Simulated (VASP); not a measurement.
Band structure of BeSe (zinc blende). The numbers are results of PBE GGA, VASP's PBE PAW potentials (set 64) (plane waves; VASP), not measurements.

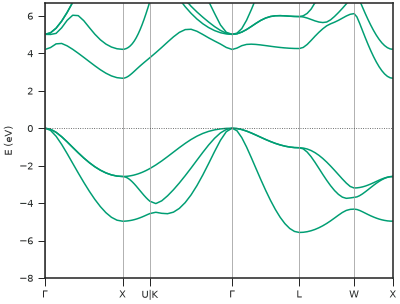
Bands along high-symmetry lines, zero at the valence-band maximum or, without a gap, the Fermi level

Task: Read the plot: is there a gap, and where are the band edges?

Result: The gap is indirect, 2.67 eV, from the valence maximum at Γ to the conduction minimum at X. (Edges off the drawn lines would not show.)

Measured: gap 4.00 eV (computed value off by -1.33 eV), as given by Das et al., (2018), arXiv:1807.05623.

The compound is BeSe in the zinc blende structure. It was relaxed first.
